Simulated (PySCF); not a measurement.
# Krypton: the same states on changed settings

These states were run before on sound settings. What differs here: radial step 0.5 in ln r (0.13 in the sound run), unsound on purpose. What does it move?

Method: unrestricted determinants in a Gaussian basis, no spin-orbit coupling in the energies. Code: PySCF 2.14.0.

### Step 1. The system

* Element: krypton (Z = 36)
* Basis: jorge-DZP-DKH (8s6p2d1f, 43 functions)
* Hamiltonian: scalar relativity by spin-free X2C-1e
* State 1: Kr: [Kr], closed-shell 1S
* State 2: Kr⁺: [Ar] 3d10 4s2 4p5, 2P determinant
* Methods: PBE0, M06-L

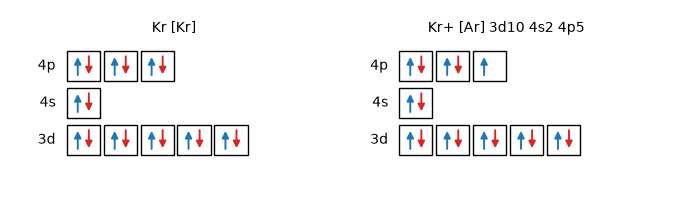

The shells outside the core, filled by Hund's rule for the drawing.

The sound run (jorge-DZP-DKH, scalar relativity by spin-free X2C-1e, symmetry-adapted start, fine grid, valence correlation) gave:

```
species             method  energy (hartree)
     Kr                UHF       -2788.01286
     Kr               PBE0       -2789.56310
     Kr              M06-L       -2789.76108
     Kr      MP2 (valence)       -2788.06407
     Kr  CCSD(T) (valence)       -2788.07072
    Kr⁺                UHF       -2787.52729
    Kr⁺               PBE0       -2789.04348
    Kr⁺              M06-L       -2789.24401
    Kr⁺      MP2 (valence)       -2787.57020
    Kr⁺  CCSD(T) (valence)       -2787.57673
```

One driver process ran all states and methods and kept the integrals in memory. Each run is shown as a PySCF script that sums up its settings (the driver passes frozen orbitals as a list and adds second-order terms of double hybrids); the logs are those of the runs themselves. The driver starts from symmetry-adapted Hartree-Fock orbitals, holds the occupation by maximum overlap and uses a logarithmic radial grid for functionals, so a plain start would take other cycles.

It was started by

```bash
OMP_NUM_THREADS=1 python atomrun2.py TASK.json OUT
```

The integrals over 43 functions and the set-up took 0.06 s of CPU time.

The grid is set inside the driver, so the scripts do not show it: radial step 0.5 in ln r (0.13 in the sound run).

### Step 2. Changed run, Kr

#### PBE0

input.py

```python
from pyscf import gto, scf, dft, mp, cc
import basis_set_exchange as bse
mol = gto.M(atom="Kr 0 0 0", charge=0, spin=0, symmetry="D2h",
            basis=gto.basis.parse(bse.get_basis("jorge-DZP-DKH", elements=["Kr"], fmt="nwchem", header=False)),
            nucmod="G")
mf = dft.UKS(mol, xc="PBE0").sfx2c1e()
mf.irrep_nelec = {'Ag': (6, 6), 'B1g': (1, 1), 'B2g': (1, 1), 'B3g': (1, 1), 'B1u': (3, 3), 'B2u': (3, 3), 'B3u': (3, 3)}
mf.kernel()
```

Output:

```text
damping factor = 0
level_shift factor = 0
DIIS = <class 'pyscf.scf.diis.CDIIS'>
diis_start_cycle = 1
diis_space = 10
diis_damp = 0
SCF conv_tol = 1e-09
SCF conv_tol_grad = None
number electrons alpha = 18  beta = 18
XC functionals = PBE0
    C. Adamo and V. Barone.,  J. Chem. Phys. 110, 6158 (1999)
    M. Ernzerhof and G. E. Scuseria.,  J. Chem. Phys. 110, 5029 (1999)
cycle= 1 E= -2789.54630029345  delta_E= -0.00802  |g|= 0.0578  |ddm|= 0.129
cycle= 2 E= -2789.54644305995  delta_E= -0.000143  |g|= 0.0336  |ddm|= 0.0204
cycle= 3 E= -2789.54650822214  delta_E= -6.52e-05  |g|= 0.00307  |ddm|= 0.00641
cycle= 4 E= -2789.54650990022  delta_E= -1.68e-06  |g|= 0.000336  |ddm|= 0.00319
cycle= 5 E= -2789.54650993213  delta_E= -3.19e-08  |g|= 3.53e-06  |ddm|= 0.000373
cycle= 6 E= -2789.54650993213  delta_E= -3.64e-12  |g|= 2.88e-07  |ddm|= 8.57e-06
converged SCF energy = -2789.54650993213  <S^2> = -1.7763568e-14  2S+1 = 1
```

It took 0.16 s on 1 thread of Neoverse-V2, shared host, the integrals not counted.

The occupied shells:

```
shell  electrons  mean orbital energy (eV)  spread (eV)  rms radius (bohr)
   1s          2                  -14207.5            0             0.0478
   2s          2                   -1887.2            0              0.199
   2p          6                   -1668.0            0              0.177
   3s          2                   -273.86            0              0.568
   3p          6                   -203.21            0              0.584
   3d         10                   -86.333            0              0.611
   4s          2                   -25.439            0               1.69
   4p          6                   -10.575            0               2.08
```

⟨S²⟩ = 0.000, ⟨L²⟩ = 0.00.

#### M06-L

input.py differs from the last one in:

```diff
@@ -5,3 +5,3 @@
             nucmod="G")
-mf = dft.UKS(mol, xc="PBE0").sfx2c1e()
+mf = dft.UKS(mol, xc="M06L").sfx2c1e()
 mf.irrep_nelec = {'Ag': (6, 6), 'B1g': (1, 1), 'B2g': (1, 1), 'B3g': (1, 1), 'B1u': (3, 3), 'B2u': (3, 3), 'B3u': (3, 3)}
```

Output:

```text
damping factor = 0
level_shift factor = 0
DIIS = <class 'pyscf.scf.diis.CDIIS'>
diis_start_cycle = 1
diis_space = 10
diis_damp = 0
SCF conv_tol = 1e-09
SCF conv_tol_grad = None
number electrons alpha = 18  beta = 18
XC functionals = M06L
    Y. Zhao and D. G. Truhlar.,  J. Chem. Phys. 125, 194101 (2006)
    Y. Zhao and D. G. Truhlar.,  J. Chem. Phys. 125, 194101 (2006)
    Y. Zhao and D. G. Truhlar.,  Theor. Chem. Acc. 120, 215 (2008)
cycle= 1 E= -2789.78895187476  delta_E= -0.00568  |g|= 0.0421  |ddm|= 0.229
cycle= 2 E= -2789.78899220308  delta_E= -4.03e-05  |g|= 0.0406  |ddm|= 0.0398
cycle= 3 E= -2789.78915355625  delta_E= -0.000161  |g|= 0.00126  |ddm|= 0.0188
cycle= 4 E= -2789.78915366741  delta_E= -1.11e-07  |g|= 0.000133  |ddm|= 0.000991
cycle= 5 E= -2789.78915367492  delta_E= -7.51e-09  |g|= 5.01e-05  |ddm|= 0.000259
cycle= 6 E= -2789.7891536757  delta_E= -7.82e-10  |g|= 3.88e-07  |ddm|= 6.12e-05
converged SCF energy = -2789.7891536757  <S^2> = -1.4210855e-14  2S+1 = 1
```

It took 0.26 s on 1 thread of Neoverse-V2, shared host, the integrals not counted.

### Step 3. Changed run, Kr⁺

#### PBE0

input.py

```python
from pyscf import gto, scf, dft, mp, cc
import basis_set_exchange as bse
mol = gto.M(atom="Kr 0 0 0", charge=1, spin=1, symmetry="D2h",
            basis=gto.basis.parse(bse.get_basis("jorge-DZP-DKH", elements=["Kr"], fmt="nwchem", header=False)),
            nucmod="G")
mf = dft.UKS(mol, xc="PBE0").sfx2c1e()
mf.irrep_nelec = {'Ag': (6, 6), 'B1g': (1, 1), 'B2g': (1, 1), 'B3g': (1, 1), 'B1u': (3, 3), 'B2u': (3, 3), 'B3u': (3, 2)}
mf.kernel()
```

Output:

```text
damping factor = 0
level_shift factor = 0
DIIS = <class 'pyscf.scf.diis.CDIIS'>
diis_start_cycle = 1
diis_space = 10
diis_damp = 0
SCF conv_tol = 1e-09
SCF conv_tol_grad = None
number electrons alpha = 18  beta = 17
XC functionals = PBE0
    C. Adamo and V. Barone.,  J. Chem. Phys. 110, 6158 (1999)
    M. Ernzerhof and G. E. Scuseria.,  J. Chem. Phys. 110, 5029 (1999)
cycle= 1 E= -2789.02546289951  delta_E= -0.00827  |g|= 0.0592  |ddm|= 0.124
cycle= 2 E= -2789.02558617783  delta_E= -0.000123  |g|= 0.0364  |ddm|= 0.0179
cycle= 3 E= -2789.02566538303  delta_E= -7.92e-05  |g|= 0.00286  |ddm|= 0.00846
cycle= 4 E= -2789.02566661908  delta_E= -1.24e-06  |g|= 0.00026  |ddm|= 0.00275
cycle= 5 E= -2789.02566663538  delta_E= -1.63e-08  |g|= 1.2e-05  |ddm|= 0.000283
cycle= 6 E= -2789.02566663551  delta_E= -1.28e-10  |g|= 8.12e-07  |ddm|= 3.66e-05
converged SCF energy = -2789.02566663551  <S^2> = 0.75023923  2S+1 = 2.0002392
```

It took 0.16 s on 1 thread of Neoverse-V2, shared host, the integrals not counted.

The occupied shells:

```
shell  electrons  mean orbital energy (eV)  spread (eV)  rms radius (bohr)
 1s α          1                  -14220.1            0             0.0478
 1s β          1                  -14220.0            0             0.0478
 2s α          1                   -1899.7            0              0.199
 2s β          1                   -1899.6            0              0.199
 2p α          3                   -1680.5        0.279              0.177
 2p β          3                   -1680.4        0.087              0.177
 3s α          1                   -286.27            0              0.568
 3s β          1                   -286.12            0              0.568
 3p α          3                   -215.62        0.770              0.584
 3p β          3                   -215.45        0.418              0.584
 3d α          5                   -98.727        0.752              0.611
 3d β          5                   -98.579        0.513              0.611
 4s α          1                   -37.337            0               1.65
 4s β          1                   -35.768            0               1.65
 4p α          3                   -21.730        1.571               1.99
 4p β          2                   -20.655            0               1.99
```

⟨S²⟩ = 0.750, ⟨L²⟩ = 2.00.

#### M06-L

input.py differs from the last one in:

```diff
@@ -5,3 +5,3 @@
             nucmod="G")
-mf = dft.UKS(mol, xc="PBE0").sfx2c1e()
+mf = dft.UKS(mol, xc="M06L").sfx2c1e()
 mf.irrep_nelec = {'Ag': (6, 6), 'B1g': (1, 1), 'B2g': (1, 1), 'B3g': (1, 1), 'B1u': (3, 3), 'B2u': (3, 3), 'B3u': (3, 2)}
```

Output:

```text
damping factor = 0
level_shift factor = 0
DIIS = <class 'pyscf.scf.diis.CDIIS'>
diis_start_cycle = 1
diis_space = 10
diis_damp = 0
SCF conv_tol = 1e-09
SCF conv_tol_grad = None
number electrons alpha = 18  beta = 17
XC functionals = M06L
    Y. Zhao and D. G. Truhlar.,  J. Chem. Phys. 125, 194101 (2006)
    Y. Zhao and D. G. Truhlar.,  J. Chem. Phys. 125, 194101 (2006)
    Y. Zhao and D. G. Truhlar.,  Theor. Chem. Acc. 120, 215 (2008)
cycle= 1 E= -2789.27467537139  delta_E= -0.00519  |g|= 0.0444  |ddm|= 0.202
cycle= 2 E= -2789.27478942494  delta_E= -0.000114  |g|= 0.0422  |ddm|= 0.0573
cycle= 3 E= -2789.27494740494  delta_E= -0.000158  |g|= 0.00197  |ddm|= 0.0189
cycle= 4 E= -2789.27494820644  delta_E= -8.02e-07  |g|= 0.000163  |ddm|= 0.00294
cycle= 5 E= -2789.27494821772  delta_E= -1.13e-08  |g|= 3.46e-05  |ddm|= 0.000339
cycle= 6 E= -2789.27494821804  delta_E= -3.26e-10  |g|= 2.33e-06  |ddm|= 5.14e-05
converged SCF energy = -2789.27494821804  <S^2> = 0.75068611  2S+1 = 2.000686
```

Time after the integrals: 0.26 s (1 thread of Neoverse-V2, shared host).

### Step 4. Against the sound run

```
species  method  converged  energy less sound run (eV)
     Kr    PBE0        yes                     +0.4515
     Kr   M06-L        yes                     -0.7640
    Kr⁺    PBE0        yes                     +0.4847
    Kr⁺   M06-L        yes                     -0.8418
```

Ionisation energy of Kr:

```
method  sound run (eV)  changed run (eV)  shift (eV)
   UHF          13.213            13.213      +0.000
  PBE0          14.140            14.173      +0.033
 M06-L          14.070            13.992      -0.078
```

### Step 5. Outcome

| quantity | value |
| --- | --- |
| change | radial step 0.5 in ln r (0.13 in the sound run) |
| runs converged | 4 of 4 |
| largest shift of a converged total energy | 0.842 eV |
| largest shift of the ionisation energy | -0.078 eV (M06-L) |

What this shows: The ionisation energy moves by up to 0.08 eV, at M06-L. A coarse radial grid mis-integrates the density and the exchange-correlation energy, with errors of either sign; Hartree-Fock needs no grid. The setting is unsound on purpose, so these numbers are no properties of the atom.
